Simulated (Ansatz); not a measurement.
**Geometry relaxation, with input and output: CH11NOSi2 (part 2 of 2)**

CH11NOSi2; RKS B3LYP-D4/def2-SVP (Ansatz 0.2.0). The input holds or restrains some coordinates. Forces given for the steps count only the free coordinates. It belongs to a series of runs on one base structure; here: pulled along the bonds that form and break, towards end B.

Geometry of the input (Å):
```
Si 0.4089  0.6801  0.6518
N  1.3245  -1.1903  0.2304
O  -0.3264  0.7097  -0.7950
Si -0.5400  1.0630  -2.3448
H  1.7629  1.2459  0.6358
H  -0.2932  1.7568  1.3892
H  0.2088  -1.3288  0.9577
C  -0.8238  -0.7648  1.7147
H  1.3433  -1.5169  -0.7244
H  2.1963  -1.4286  0.6843
H  -1.1352  2.3958  -2.4344
H  0.7466  1.0254  -3.0420
H  -1.4387  0.0194  -2.8412
H  -1.7326  -0.1750  1.6157
H  -1.1967  -1.7879  1.5512
H  -0.5045  -0.7037  2.7510
```

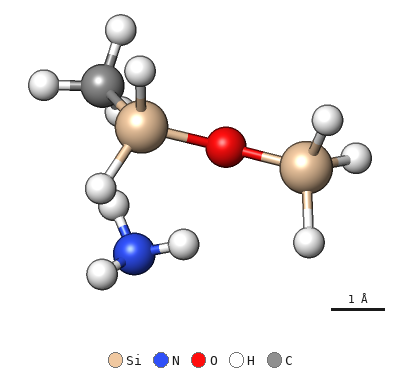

The geometry at step 8 of the log (ball-and-stick view, seen at a tilt).

Trajectory as extended XYZ, continued:
```
16
Properties=species:S:1:pos:R:3:forces:R:3 step=4 energy=-20502.29330
Si    0.1417    0.8407    0.8125    2.0858  -3.1636  -1.7522
N     1.4438   -1.6436    0.1860    0.3882  -0.9473  -0.1625
O    -0.3428    0.7128   -0.7695   -0.0920   0.0226   0.8566
Si   -0.5422    1.0622   -2.3456   -0.1294  -0.0112  -0.0950
H     1.7057    1.2194    0.6626   -1.4065  -0.7295   0.6731
H    -0.3722    1.9003    1.4697   -1.4262   2.9944   1.4624
H     0.5992   -1.5775    0.6792   -1.0376  -0.1350   0.6158
C    -0.9215   -0.5242    1.7996    2.4879  -3.2061  -1.3103
H     1.3724   -1.5343   -0.7983    0.3208   0.2869  -0.6584
H     2.2742   -1.4432    0.6941    0.6656   0.2789  -0.0171
H    -1.1429    2.4092   -2.4477   -0.1274   0.2259  -0.2567
H     0.7580    1.0263   -3.0549    0.1501   0.0122  -0.1909
H    -1.4478    0.0145   -2.8611   -0.1480  -0.0459  -0.3733
H    -1.8567   -0.0989    1.6368   -2.2487   1.2198   0.6516
H    -1.1484   -1.6884    1.5378    0.9974   2.4522  -0.2809
H    -0.5202   -0.6750    2.7989   -0.4800   0.7455   0.8379
16
Properties=species:S:1:pos:R:3:forces:R:3 step=5 energy=-20503.10240
Si    0.1165    0.8178    0.8344    0.7629  -0.3591  -0.7621
N     1.5131   -1.8226    0.1529    0.8044  -0.5470  -0.5473
O    -0.3482    0.7060   -0.7557   -0.0841  -0.0658   0.5436
Si   -0.5477    1.0614   -2.3396   -0.0580  -0.0019  -0.1099
H     1.6341    1.1748    0.7015   -0.8563  -0.7976   0.6166
H    -0.4054    1.9884    1.5017   -0.4228   0.9803   0.2610
H     0.6575   -1.6632    0.6311   -0.7270  -0.0260   0.5074
C    -0.9165   -0.4804    1.8000    1.1478  -2.9600  -0.7995
H     1.3987   -1.5036   -0.8145    0.4716   0.1544   0.5217
H     2.2940   -1.4150    0.6773   -0.3252   0.0703  -0.6324
H    -1.1478    2.4167   -2.4590   -0.0593   0.0668  -0.1649
H     0.7596    1.0268   -3.0597   -0.0104   0.0082  -0.0391
H    -1.4532    0.0153   -2.8777   -0.0703   0.0330  -0.2564
H    -1.8994   -0.0707    1.6762   -0.9713   0.6621   0.6240
H    -1.1086   -1.6188    1.5089    0.8223   2.1005  -0.1838
H    -0.5464   -0.6325    2.8222   -0.4243   0.6817   0.4214
16
Properties=species:S:1:pos:R:3:forces:R:3 step=6 energy=-20503.64513
Si    0.0919    0.7970    0.8393   -0.0464   0.4134  -0.0949
N     1.5456   -1.8881    0.1255    0.9783   0.3571  -0.7061
O    -0.3729    0.6928   -0.7485    0.0053  -0.1001   0.2198
Si   -0.5580    1.0568   -2.3390   -0.0893   0.0357  -0.1700
H     1.5785    1.0219    0.8119   -0.1692  -0.4736   0.3314
H    -0.4251    2.0341    1.4755   -0.0875   0.3582  -0.0662
H     0.6749   -1.7592    0.6163   -0.1543  -0.0255   0.1375
C    -0.9024   -0.4841    1.8079    0.3465  -1.4709  -0.2829
H     1.4466   -1.4496   -0.8107    0.0612  -0.2952   0.7872
H     2.2905   -1.3716    0.6301   -0.6467  -0.3519  -0.3849
H    -1.1532    2.4168   -2.4846   -0.0195  -0.0063  -0.0563
H     0.7516    1.0262   -3.0583   -0.0042  -0.0117   0.0362
H    -1.4624    0.0277   -2.9207   -0.0207   0.0422  -0.1201
H    -1.8966   -0.0282    1.7768   -0.3563  -0.0262   0.0491
H    -1.0080   -1.5658    1.4036    0.2326   1.5990   0.5533
H    -0.6008   -0.5267    2.8748   -0.0298  -0.0442  -0.2330
16
Properties=species:S:1:pos:R:3:forces:R:3 step=7 energy=-20503.81685
Si    0.0699    0.8210    0.8222   -0.3825   0.0437  -0.0008
N     1.5179   -1.8575    0.0718    0.3770   0.0360  -0.2654
O    -0.3907    0.5665   -0.7568    0.2722   0.2154  -0.1350
Si   -0.5265    1.0457   -2.3366   -0.1456  -0.1296   0.0038
H     1.5565    0.9489    0.9491   -0.1726  -0.1394   0.0448
H    -0.5154    2.1085    1.3133    0.1216   0.1059  -0.1029
H     0.7166   -1.8503    0.7004    0.1796  -0.0005  -0.2770
C    -0.8648   -0.4726    1.8093   -0.2154  -0.6199   0.3577
H     1.2777   -1.3520   -0.7933    0.0105  -0.2272   0.5876
H     2.2811   -1.3520    0.5351   -0.2806  -0.1377  -0.2097
H    -1.1169    2.4110   -2.4402    0.0155   0.0290   0.0168
H     0.7995    1.0374   -3.0236    0.0130   0.0036   0.0476
H    -1.4293    0.0593   -2.9885    0.0016   0.0406  -0.1228
H    -1.8878   -0.0651    1.8654   -0.0822  -0.0296   0.0054
H    -0.9772   -1.5234    1.4150    0.2756   0.8819   0.1806
H    -0.5103   -0.5251    2.8574    0.0124  -0.0721  -0.1307
16
Properties=species:S:1:pos:R:3:forces:R:3 step=8 energy=-20503.88247
Si    0.0025    0.8026    0.7994   -0.1216   0.5481   0.1632
N     1.4894   -1.8490    0.0660   -0.6068   0.0510   0.0176
O    -0.4009    0.5248   -0.7987    0.1832   0.0698  -0.0179
Si   -0.4967    1.0573   -2.3737   -0.1453  -0.1396   0.1077
H     1.4825    0.8670    1.0024   -0.1209   0.0050  -0.0727
H    -0.5438    2.1550    1.1881    0.0994  -0.1680  -0.1039
H     0.7660   -1.8473    0.8115    0.8378  -0.0776  -0.7648
C    -0.8584   -0.4682    1.8752   -0.4731  -0.2938   0.1262
H     1.0938   -1.3230   -0.7359    0.3336  -0.3658   0.6864
H     2.2977   -1.3348    0.4250   -0.2185  -0.0198  -0.1323
H    -1.0701    2.4332   -2.4435    0.0206   0.0029   0.0347
H     0.8489    1.0601   -3.0207    0.0046  -0.0044   0.0555
H    -1.3922    0.1105   -3.0984    0.0445   0.0583  -0.0280
H    -1.9180   -0.1471    1.9893    0.2957  -0.1546  -0.0010
H    -0.8722   -1.4825    1.4202   -0.1155   0.3733   0.1804
H    -0.4280   -0.5587    2.8940   -0.0179   0.1152  -0.2510
16
Properties=species:S:1:pos:R:3:forces:R:3 step=9 energy=-20503.92330
Si    0.0092    0.8053    0.7907   -0.2934   0.3469  -0.2227
N     1.4529   -1.8816    0.0834   -0.0471  -0.2851   0.0034
O    -0.2795    0.4642   -0.8243    0.0437   0.0204   0.1534
Si   -0.4802    1.0584   -2.3595    0.0186  -0.0037  -0.0768
H     1.4673    0.9453    1.0575   -0.0013  -0.0819   0.0018
H    -0.6048    2.1450    1.0750    0.0469  -0.0562   0.0075
H     0.8032   -1.8563    0.8708    0.3384  -0.1162  -0.2535
C    -0.8588   -0.4694    1.8546   -0.2698  -0.0387   0.1330
H     0.9963   -1.3955   -0.6892    0.0650  -0.0396   0.1258
H     2.2717   -1.3408    0.3505    0.0407   0.0612  -0.0154
H    -1.0721    2.4260   -2.3278   -0.0314   0.0299   0.0180
H     0.8433    1.1260   -3.0436    0.0008  -0.0046  -0.0294
H    -1.3828    0.1431   -3.1153    0.0279   0.0260   0.0332
H    -1.9165   -0.1762    1.9925    0.1368  -0.0088  -0.0007
H    -0.8607   -1.4900    1.4342   -0.0462   0.1942   0.0597
H    -0.3883   -0.5035    2.8505   -0.0295  -0.0439   0.0627
16
Properties=species:S:1:pos:R:3:forces:R:3 step=10 energy=-20503.93795
Si   -0.0149    0.7827    0.7721   -0.0429   0.3149  -0.1160
N     1.5014   -1.8841    0.1352    0.1612  -0.0415   0.2400
O    -0.2983    0.4607   -0.8462    0.0342  -0.0032   0.1648
Si   -0.4902    1.0785   -2.3741   -0.0238  -0.0254  -0.0539
H     1.4498    0.8370    1.0447   -0.0534   0.0616  -0.0122
H    -0.5772    2.1407    1.0703    0.0323  -0.0535  -0.0156
H     0.9278   -1.7546    0.9770    0.3848  -0.1662  -0.4070
C    -0.8960   -0.4745    1.8444   -0.3803   0.0573   0.1707
H     0.9929   -1.4491   -0.6360    0.0319  -0.0361   0.0990
H     2.3610   -1.3393    0.2729   -0.3113  -0.1516  -0.0465
H    -1.0840    2.4469   -2.3188    0.0189   0.0064   0.0043
H     0.8304    1.1368   -3.0665   -0.0095   0.0269   0.0047
H    -1.3989    0.1775   -3.1357    0.0015   0.0100   0.0007
H    -1.9291   -0.1250    2.0301    0.1069  -0.0454  -0.0048
H    -0.9761   -1.4813    1.4042    0.0629   0.0830  -0.0080
H    -0.3983   -0.5528    2.8264   -0.0134  -0.0372  -0.0202
16
Properties=species:S:1:pos:R:3:forces:R:3 step=11 energy=-20503.94277
Si   -0.0022    0.7894    0.7652   -0.1178   0.3166  -0.1110
N     1.4917   -1.8955    0.1635    0.2039  -0.0888  -0.0185
O    -0.2782    0.4624   -0.8527    0.0267  -0.0131   0.1272
Si   -0.4893    1.0846   -2.3768    0.0127   0.0079  -0.0486
H     1.4576    0.8756    1.0442   -0.0060   0.0160  -0.0120
H    -0.5841    2.1387    1.0587    0.0227  -0.0266  -0.0105
H     0.9189   -1.7975    1.0012    0.2431  -0.1273  -0.1373
C    -0.8763   -0.4782    1.8307   -0.3302   0.0936   0.1824
H     0.9467   -1.5025   -0.6048    0.0498  -0.0272   0.0552
H     2.3078   -1.2899    0.2872   -0.1801  -0.1257  -0.0291
H    -1.0862    2.4512   -2.3123   -0.0011  -0.0013   0.0131
H     0.8260    1.1616   -3.0772   -0.0107   0.0054  -0.0035
H    -1.3983    0.1828   -3.1374    0.0051   0.0062   0.0097
H    -1.9102   -0.1406    2.0224    0.0507  -0.0184  -0.0144
H    -0.9443   -1.4773    1.3769    0.0149   0.0247  -0.0118
H    -0.3795   -0.5648    2.8111    0.0163  -0.0419   0.0090
16
Properties=species:S:1:pos:R:3:forces:R:3 step=12 energy=-20503.94575
Si   -0.0054    0.7941    0.7481   -0.0775   0.2981  -0.0166
N     1.4836   -1.9025    0.1964    0.1559  -0.1647  -0.0411
O    -0.2647    0.4487   -0.8678    0.0113   0.0058   0.0642
Si   -0.4921    1.0904   -2.3834    0.0071   0.0022  -0.0383
H     1.4518    0.8999    1.0337    0.0026   0.0087  -0.0130
H    -0.6005    2.1384    1.0316    0.0054  -0.0064  -0.0311
H     0.9451   -1.8154    1.0564    0.1847  -0.1151  -0.1125
C    -0.8697   -0.4809    1.8143   -0.2802   0.0967   0.1476
H     0.9235   -1.4820   -0.5452    0.0261  -0.0375   0.0292
H     2.3132   -1.3184    0.3059   -0.0526  -0.0430  -0.0144
H    -1.0938    2.4536   -2.2929   -0.0027  -0.0045   0.0129
H     0.8155    1.1847   -3.0952   -0.0060   0.0005  -0.0011
H    -1.4044    0.1946   -3.1465    0.0049   0.0053   0.0064
H    -1.8859   -0.1276    2.0546   -0.0046  -0.0001   0.0089
H    -0.9767   -1.4560    1.3202    0.0056  -0.0172  -0.0221
H    -0.3396   -0.6217    2.7698    0.0199  -0.0289   0.0211
```

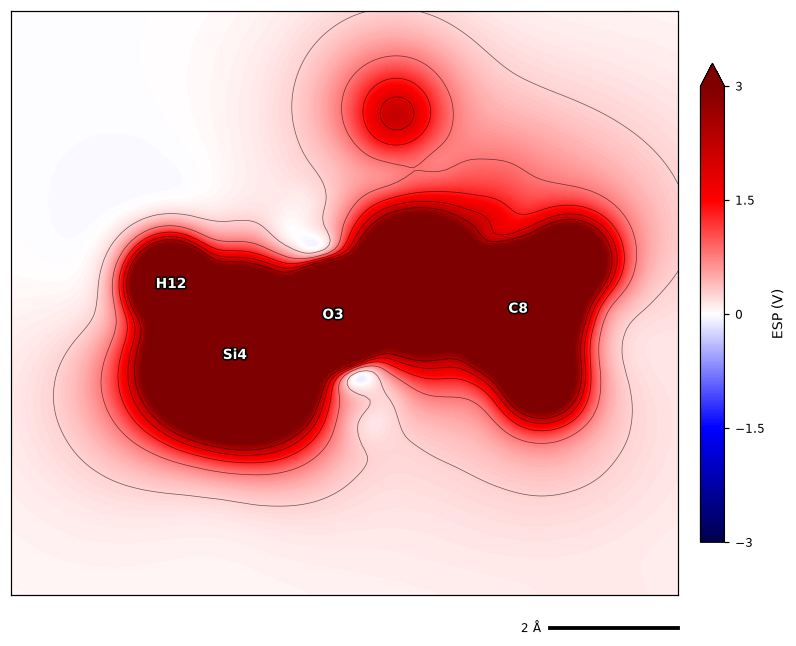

Electrostatic potential on the plane of atoms O3, Si4 and H12. The section cuts through O, Si, C and H sites. The potential has no marked negative region in this plane.

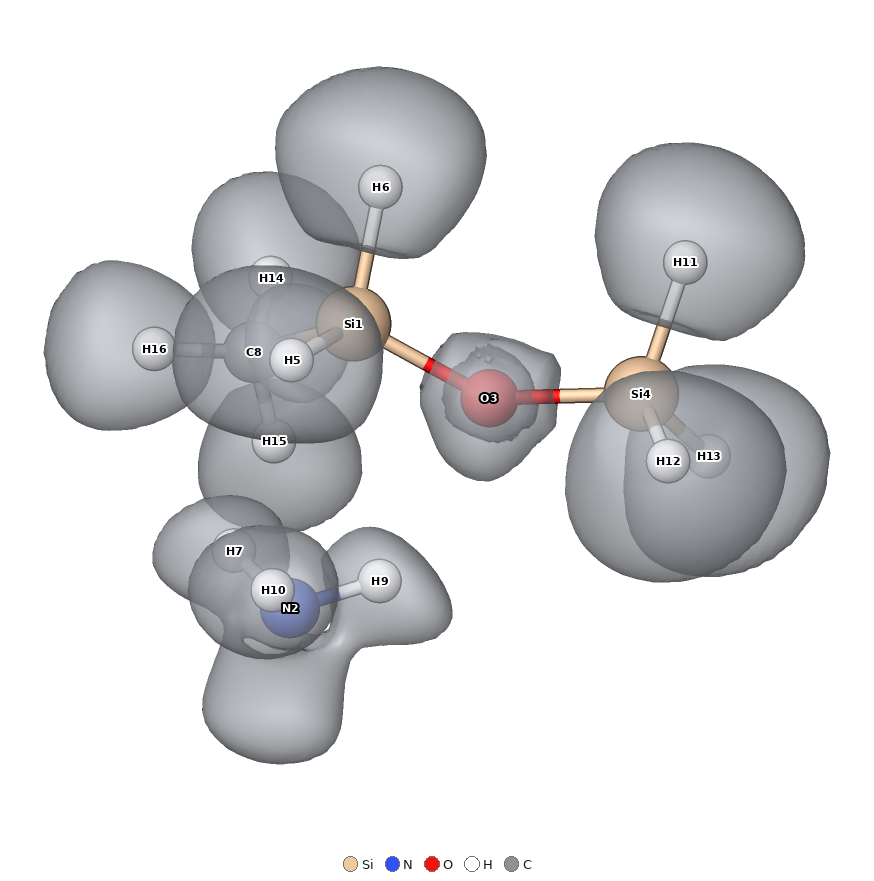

Isosurface of the ELF at 0.8 (grey), seen at a tilt. Core shells and regions of very low density are left out. Profiles from the grid: Si1···N2 (3.13 Å): the ELF is only about 0.05 between them. Si–O (1.66 Å): the ELF peaks at about 0.85 between the atoms.

Results in brief:

| quantity | value |
| --- | --- |
| outcome | converged under the restraints of the input |
| total energy | −20503.9461 eV |
| mean-field energy | −20503.4159 eV |
| largest force (length of the vector) at the end, held atoms and coordinates included | 0.331 eV/Å |
| hardware | 4 threads of Arm Neoverse N1, 16 GiB of memory available, shared host |
| wall time | 51 s (CPU time 3.2 min) |
| peak memory | 0.34 GiB |
